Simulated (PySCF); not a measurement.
**C2H4I2 (1,2-diiodoethane): levels of theory compared**

We compute a comparison of 3 runs (HF/3-21G, BP86/def2-SVP, PBE0/def2-SVP) of C2H4I2 (1,2-diiodoethane). 

The results are computed with PySCF 2.14.0.

### Step 1. The system as given

C2H4I2: 8 atoms, total charge 0, spin state singlet. As SMILES, `ICCI`. Geometry: relaxed at GFN2-xTB. This is one conformer, not always the lowest.

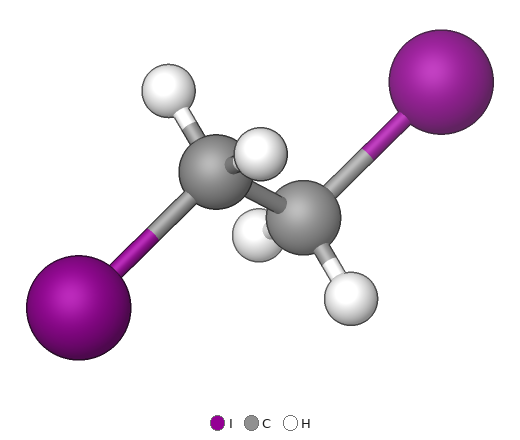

The structure, seen from a chosen angle (iodine purple, carbon grey, hydrogen white).

### Step 2. Energy and gradient at HF/3-21G (run 1)

The input, start.xyz:

```xyz
8

I     -1.450670     1.727500    -1.126560
C      0.238440     0.559460    -0.440460
C     -0.238550    -0.560050     0.439550
I      1.450640    -1.724190     1.130200
H      0.742610     0.191390    -1.330970
H      0.892600     1.246160     0.091860
H     -0.744010    -0.192260     1.329560
H     -0.891050    -1.248000    -0.093190
```

The input, job.py:

```python
from pyscf import gto, scf

mol = gto.Mole()
mol.atom = 'start.xyz'
mol.charge = 0
mol.max_memory = 1860
mol.verbose = 3
mol.basis = '3-21g'
mol.build()

hf = scf.RHF(mol)
hf.conv_tol = 1e-10
hf.kernel()
if not hf.converged:
    hf = hf.newton().run(hf.mo_coeff, hf.mo_occ)

energy = hf.e_tot
print('Final energy', energy)
grad = hf.nuc_grad_method().kernel()
dip = hf.dip_moment()
pop, q = hf.mulliken_pop()
```

Command:

```bash
OMP_NUM_THREADS=1 python job.py
```

The log of the run:

```text
converged SCF energy = -13852.2474646721
Final energy -13852.24746467214
[... 8 lines left out ...]
Dipole moment(X, Y, Z, Debye):  0.00027, -0.00332, -0.00277
[... 97 lines left out ...]
charge of    7H =      0.28705
```

Wall time 20 s (1 thread of Intel Xeon at 2.50GHz (Skylake/Cascade Lake), shared host); peak memory 0.18 GiB.

### Step 3. Energy and gradient at BP86/def2-SVP (core potential) (run 2)

The input, geometry.xyz:

```xyz
8

I     -1.450670     1.727500    -1.126560
C      0.238440     0.559460    -0.440460
C     -0.238550    -0.560050     0.439550
I      1.450640    -1.724190     1.130200
H      0.742610     0.191390    -1.330970
H      0.892600     1.246160     0.091860
H     -0.744010    -0.192260     1.329560
H     -0.891050    -1.248000    -0.093190
```

The input, run.py:

```python
from pyscf import gto, dft

system = gto.Mole()
system.atom = 'geometry.xyz'
system.ecp = {'I': 'def2-svp'}
system.verbose = 4
system.max_memory = 1860
system.charge = 0
system.basis = 'def2-svp'
system.build()

myscf = dft.RKS(system, xc='bp86')
myscf.conv_tol = 1e-10
myscf.grids.level = 5
myscf.kernel()
if not myscf.converged:
    myscf = myscf.newton().run(myscf.mo_coeff, myscf.mo_occ)

etot = myscf.e_tot
print(f'total energy: {etot:.8f} hartree')
grad = myscf.nuc_grad_method().kernel()
myscf.analyze()
```

Command:

```bash
OMP_NUM_THREADS=1 python run.py
```

The log of the run:

```text
PySCF version 2.14.0

[... 110 lines left out ...]
MO #5   energy= -4.68626408664299  occ= 2
[... 18 lines left out ...]
MO #24  energy= -0.560666258430064 occ= 2
[... 18 lines left out ...]
MO #43  energy= 0.277800992024172  occ= 0
[... 18 lines left out ...]
MO #62  energy= 0.598009355449111  occ= 0
[... 18 lines left out ...]
MO #81  energy= 1.83057140661415   occ= 0
[... 18 lines left out ...]
MO #100 energy= 55.8975834936761   occ= 0
[... 111 lines left out ...]
Dipole moment(X, Y, Z, Debye):  0.00021, -0.00273, -0.00165
```

Run time: 84 s. Hardware: 1 thread of Intel Xeon at 2.50GHz (Skylake/Cascade Lake), shared host; peak memory 0.99 GiB.

### Step 4. Energy and forces at PBE0/def2-SVP (core potential) (run 3)

The input, input.py:

```python
import pyscf.grad
from pyscf import gto, dft

molecule = gto.M(
    atom='''
I       -1.450670       1.727500      -1.126560
C        0.238440       0.559460      -0.440460
C       -0.238550      -0.560050       0.439550
I        1.450640      -1.724190       1.130200
H        0.742610       0.191390      -1.330970
H        0.892600       1.246160       0.091860
H       -0.744010      -0.192260       1.329560
H       -0.891050      -1.248000      -0.093190
''',
    ecp={'I': 'def2-svp'},
    spin=0,
    basis='def2-svp',
    max_memory=1860,
    verbose=3,
)

myscf = dft.RKS(molecule)
myscf.xc = 'pbe0'
myscf.grids.level = 5
myscf.conv_tol = 1e-10
myscf.kernel()
if not myscf.converged:
    myscf = myscf.newton().run(myscf.mo_coeff, myscf.mo_occ)

e_final = myscf.e_tot
print('Final energy', e_final)
grad = myscf.Gradients().kernel()
myscf.analyze()
```

Command:

```bash
OMP_NUM_THREADS=1 python input.py
```

The log of the run:

```text
converged SCF energy = -673.891625795965
[... 24 lines left out ...]
MO #15  energy= -1.94074606834594  occ= 2
[... 16 lines left out ...]
MO #32  energy= -0.276098654523001 occ= 2
[... 16 lines left out ...]
MO #49  energy= 0.398968656993226  occ= 0
[... 16 lines left out ...]
MO #66  energy= 0.77126489612681   occ= 0
[... 16 lines left out ...]
MO #83  energy= 2.08298566077209   occ= 0
[... 16 lines left out ...]
MO #100 energy= 55.9055517708422   occ= 0
[... 9 lines left out ...]
Dipole moment(X, Y, Z, Debye):  0.00017, -0.00269, -0.00182
```

Wall time 70 s (1 thread of Intel Xeon at 2.50GHz (Skylake/Cascade Lake), shared host); peak memory 0.99 GiB.

### Step 5. All runs side by side

```tsv
run	level	core potential	integration grid	energy (Eh)	dipole moment (D)	HOMO energy (eV)	LUMO energy (eV)	wall time
1	HF/3-21G	–	–	-13852.247465	0.00	-9.83	2.37	20 s
2	BP86/def2-SVP (core potential)	def2-svp	5	-674.228074	0.00	-6.35	-2.46	84 s
3	PBE0/def2-SVP (core potential)	def2-svp	5	-673.891626	0.00	-7.43	-1.47	70 s
```

### Step 6. Summary of results

```
                       quantity          value
            run 3: total energy  -673.89163 Eh
           run 3: dipole moment         0.00 D
             run 3: HOMO energy       -7.43 eV
             run 3: LUMO energy       -1.47 eV
           run 3: HOMO–LUMO gap        5.96 eV
run 3: largest force on an atom     0.356 eV/Å
```

**Reading.** The HOMO–LUMO gap runs from 3.89 eV (BP86/def2-SVP) to 12.20 eV (HF/3-21G). The two ends differ in method and basis and core potential. Totals of different functionals can't be ranked against each other. Some runs of one species differ in core potentials or relativity; totals across that change don't compare. In run 1 relativity is left out where basis or elements ask for it. All runs together took 2.9 min, the longest 84 s.
